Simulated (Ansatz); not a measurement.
# Calculations on SnPH₆OCl

Part 1: Relaxation

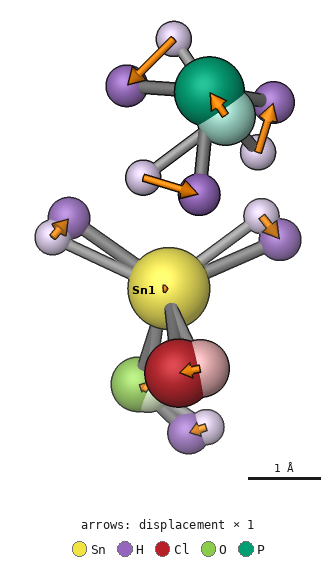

This is a relaxation of SnPH6OCl. The starting structure is drawn faded, the final one solid; orange arrows show the displacements, at their true length. The two geometries are superimposed by the best rigid fit.

Style: ball-and-stick. Shown from a free direction.

The run prepares an end point of a later path (reaction) calculation, from a guessed geometry.

Theory: Ansatz, RKS LDA/def2-SVP.

Input file:
```yaml
crystal:
  periodic: [false, false, false]
  atoms:
    - { symbol: Sn, position_ang: [0.036749, -0.215262, 0.046526] }
    - { symbol: H, position_ang: [-0.017674, -0.056016, 1.7718] }
    - { symbol: H, position_ang: [1.557055, -0.202234, -0.727789] }
    - { symbol: Cl, position_ang: [-1.291093, 1.560851, -0.735055] }
    - { symbol: O, position_ang: [-0.820377, -1.87808, -0.589719] }
    - { symbol: H, position_ang: [-1.737391, -1.938248, -0.261341] }
    - { symbol: P, position_ang: [1.182652, 2.95855, 1.474229] }
    - { symbol: H, position_ang: [2.512289, 2.452592, 1.725648] }
    - { symbol: H, position_ang: [1.233409, 2.602051, 0.079892] }
    - { symbol: H, position_ang: [0.589181, 1.708398, 1.839908] }
basis:
  gaussian: { orbitals: def2-SVP }
hamiltonian:
  xc: lda
relax:
  f_tol: 0.03
  max_steps: 50
```

Run as
```bash
ansatz run input.yaml --threads 2 --pin off --max-ram 3072MiB --backend cpu --events-out ev --progress --plain --runs-dir out
```

### Which element moves most?

Hydrogen: up to 0.95 Å, against 0.40 Å for phosphorus.

### What happened in the run?

The energy falls by 2.85 kcal/mol in 13 accepted moves (14 points after the start). The largest force component goes from 0.4 to 0.018 eV/Å. The line search rejected the trial step at point 2 of the run. H8 moves most after the best rigid fit: 0.95 Å. Largest moves by element: H 0.95 Å, P 0.40 Å, Cl 0.31 Å, O 0.15 Å, Sn 0.08 Å. Among the contacts that change: Sn1–H2 1.733 → 1.716 Å, P7–H10 1.431 → 1.445 Å, P7–H9 1.440 → 1.449 Å, Sn1–Cl4 2.351 → 2.358 Å. Among the angles between lasting bonds that change: H2–Sn1–H3 118.6° → 120.8°.

Part 2: Relaxation

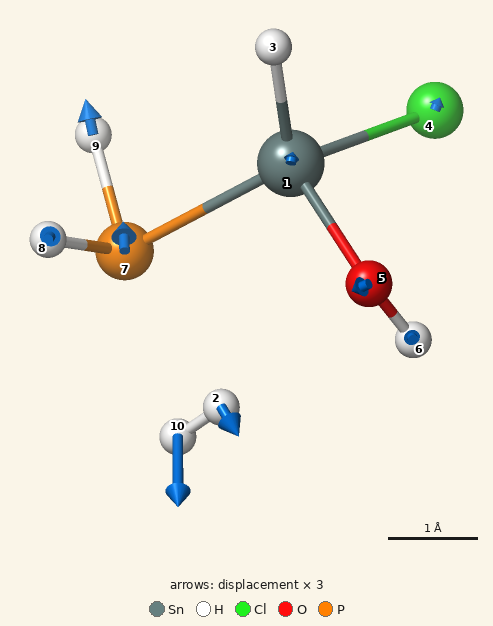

A relaxation of SnPH6OCl. The starting structure is drawn; blue arrows show the displacements, 3 times their true length. The two geometries are superimposed by the best rigid fit.

A ball-and-stick model, seen at a tilt.

The run prepares an end point of a later path (reaction) calculation, from a guessed geometry.

The calculation used RKS LDA/def2-SVP (Ansatz 0.2.0).

Input
```yaml
crystal:
  periodic: [false, false, false]
  atoms:
    - { symbol: Sn, position_ang: [0.356976, 0.56012, -0.560181] }
    - { symbol: H, position_ang: [0.051647, -0.199414, 2.26633] }
    - { symbol: H, position_ang: [1.594366, -0.047145, -1.585905] }
    - { symbol: Cl, position_ang: [-1.380392, 1.368257, -1.92581] }
    - { symbol: O, position_ang: [-0.38029, -1.091217, 0.256598] }
    - { symbol: H, position_ang: [-1.303342, -0.947632, 0.554081] }
    - { symbol: P, position_ang: [0.777339, 2.2715, 1.167942] }
    - { symbol: H, position_ang: [2.047265, 1.652735, 1.508049] }
    - { symbol: H, position_ang: [1.399239, 3.105226, 0.162648] }
    - { symbol: H, position_ang: [0.081993, 0.32017, 2.780347] }
basis:
  gaussian: { orbitals: def2-SVP }
hamiltonian:
  xc: lda
relax:
  f_tol: 0.03
  max_steps: 50
```

Launched with:
```bash
ansatz run input.yaml --threads 2 --pin off --max-ram 3072MiB --backend cpu --events-out ev --progress --plain --runs-dir out
```

Atoms of which element are displaced furthest, and by how much?

Hydrogen: up to 0.36 Å, against 0.15 Å for phosphorus.

What did the optimiser do to the structure, and how much energy did it gain?

The atom that moves furthest after the best rigid fit is H10 (0.36 Å). By element the largest moves are H 0.36 Å, P 0.15 Å, O 0.09 Å, Cl 0.05 Å, Sn 0.05 Å. Near-neighbour distances that change, for instance: H2–H10 0.732 → 0.791 Å, Sn1–P7 2.468 → 2.496 Å, P7–H8 1.453 → 1.446 Å. After 6 accepted moves (8 points after the start) the energy has fallen by 9.54 kJ/mol. Largest force component: 1.6 eV/Å at the start, 0.028 eV/Å at the end. The line search rejected the trial steps at points 4, 6 of the run. The run took 13 s on 2 threads of Arm Neoverse V2 (shared host), peak memory 0.15 GiB.

Limits of the set-up: the start holds two separate molecules, 2.2 Å apart at their closest, whose relative position is a soft coordinate and is computed without a dispersion correction.

Part 3: Path

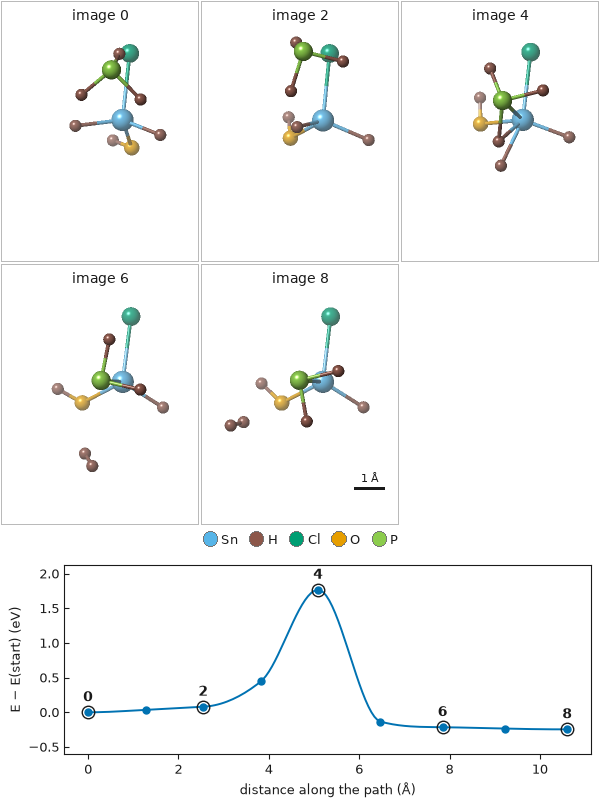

A nudged-elastic-band calculation for SnPH₆OCl, made up at the start of SnH3OCl and PH₃. Images are numbered from 0 (start) to 8 (end). Style: ball-and-stick. Shown from a free direction.

The calculation used Ansatz, RKS LDA/def2-SVP. Settings: 7 movable images; climbing image; force threshold 0.03 eV/Å; iteration limit 60; starting path through a guess of the saddle point.

What happens along the path, and what is the barrier?

Answer. Forward barrier 1.77 eV, backward barrier 2.01 eV, with image 4 at the top; the reaction energy is −0.25 eV. Breaking: H–P (1.44 → 3.12 Å), H–Sn (1.72 → 3.10 Å). Forming: H–H (2.62 → 0.79 Å), P–Sn (3.86 → 2.50 Å). The band converged in 37 iterations, with a climbing image at the top. At the top, the vibrational analysis gives one imaginary mode (1356i cm⁻¹), as a transition state must have.

Limits of the set-up: the start holds two separate molecules, 2.6 Å apart at their closest, whose relative position is a soft coordinate and is computed without a dispersion correction.
